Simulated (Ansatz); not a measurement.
**H3Sn (SMILES [SnH3]): UMP2/STO-3G**

What is the vertical doublet–quartet gap of H3Sn at UMP2/STO-3G? 

The calculation is run with Ansatz 0.2.0.

### 1 Starting point

H3Sn: 4 atoms, total charge 0, spin state doublet. As SMILES, `[SnH3]`. The shape is that of a PBE0-D4/def2-TZVP optimisation.

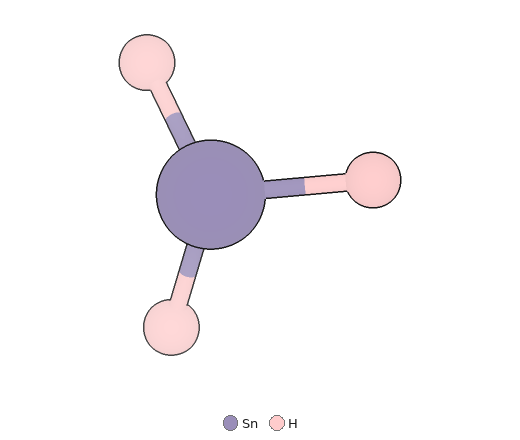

The structure, seen from a chosen angle (tin purple, hydrogen pink).

### 2 The energy at UMP2/STO-3G

input.yaml reads:

```yaml
crystal:
  periodic: [false, false, false]
  atoms:
    - {symbol: Sn, position_ang: [0.280200, -0.211600, -0.271700]}
    - {symbol: H, position_ang: [1.055200, 0.011000, 1.241700]}
    - {symbol: H, position_ang: [-1.125000, -1.172200, -0.064000]}
    - {symbol: H, position_ang: [-0.154900, 1.312500, -0.926300]}
basis:
  gaussian:
    orbitals: STO-3G
total_charge: 0
magnetization:
  spin_polarized: true
  initial_magnetization: 1
correlation:
  method: mp2
  frozen_orbitals: {H: 0, Sn: 18}
accuracy: high
```

Run with:

```bash
$ ansatz run input.yaml --threads 1 --pin off --max-ram 2610MiB --events-out events.jsonl --progress --plain --runs-dir runs
```

Output:

```text
Warning: RAYON_NUM_THREADS=1 ignored (pool sized by the plan → 1); use --threads N
Functional definition: HF
  name "HF"
  exchange = exact_x
  correlation = 0
518 factors; integrals over basis functions are off by at most 4.9e-9 eV
mean field evaluation 1: about -162315.3200 eV, gradient 4.2e0 eV
mean field evaluation 2: about -162315.3139 eV, gradient 4.2e0 eV
mean field evaluation 4: about -162315.6237 eV, gradient 5.8e-1 eV
mean field evaluation 8: about -162315.6379 eV, gradient 1.4e-5 eV
mean field -162315.63793746 eV, -5964.9896727106 hartree, gradient 1.6e-8 eV, S^2 0.754142; 0 other end points of the search recorded, 0 dependent functions left out
18 core orbitals not correlated: weight in the atoms' cores, before any rotation towards them, 1.000 or more for the frozen orbitals, at most 0.000 for the correlated occupied ones
reference -162315.63793746 eV, -5964.9896727106 hartree; 9, 8 occupied and 3, 4 virtual orbitals, 518 factors
second order -0.89755741 eV of doubles, -0.00000000 eV of singles
Total energy: -162316.53549487 eV, -5965.0226573370 hartree
```

Run time: 0.58 s. Hardware: 1 thread of Arm Neoverse V1, shared host.

### 3 The quartet at the same level

Edit input.yaml of step 2 so:

```diff
@@ -8,11 +8,5 @@
 basis:
-  gaussian:
-    orbitals: STO-3G
-total_charge: 0
-magnetization:
-  spin_polarized: true
-  initial_magnetization: 1
-correlation:
-  method: mp2
-  frozen_orbitals: {H: 0, Sn: 18}
+  gaussian: {orbitals: STO-3G}
 accuracy: high
+magnetization: {spin_polarized: true, initial_magnetization: 3}
+correlation: {method: mp2, frozen_orbitals: {H: 0, Sn: 18}}
```

Run with:

```bash
$ ansatz run input.yaml --threads 1 --pin off --max-ram 2610MiB --events-out events.jsonl --progress --plain --runs-dir runs
```

Output (excerpt; [...] marks lines left out):

```text
Warning: RAYON_NUM_THREADS=1 ignored (pool sized by the plan → 1); use --threads N
Functional definition: HF
  name "HF"
[...]
518 factors; integrals over basis functions are off by at most 4.9e-9 eV
[...]
mean field -162305.51074810 eV, -5964.6175053660 hartree, gradient 1.8e-8 eV, S^2 3.759412; 2 other end points of the search recorded, 0 dependent functions left out
18 core orbitals not correlated: weight in the atoms' cores, before any rotation towards them, 1.000 or more for the frozen orbitals, at most 0.000 for the correlated occupied ones
reference -162305.51074810 eV, -5964.6175053660 hartree; 10, 7 occupied and 2, 5 virtual orbitals, 518 factors
second order -0.64332161 eV of doubles, -0.00000000 eV of singles
Total energy: -162306.15406970 eV, -5964.6411469990 hartree
```

Wall time 0.91 s (1 thread of Arm Neoverse V1, shared host).

### 4 Summary of results

At UMP2/STO-3G, 18 core orbitals frozen:

| quantity | value |
| --- | --- |
| doublet: total energy | -5965.02266 Eh |
| doublet: correlation energy (18 core orbitals frozen) | -33.0 mEh |
| doublet: ⟨S²⟩ | 0.754 |
| quartet: total energy | -5964.64115 Eh |
| quartet: correlation energy (18 core orbitals frozen) | -23.6 mEh |
| quartet: ⟨S²⟩ | 3.759 |
| vertical energy of the quartet above the doublet | 10.381 eV |

At this shape the quartet lies 10.38 eV (239 kcal/mol) above the doublet. Relativity is left out although the molecule holds a heavy atom.
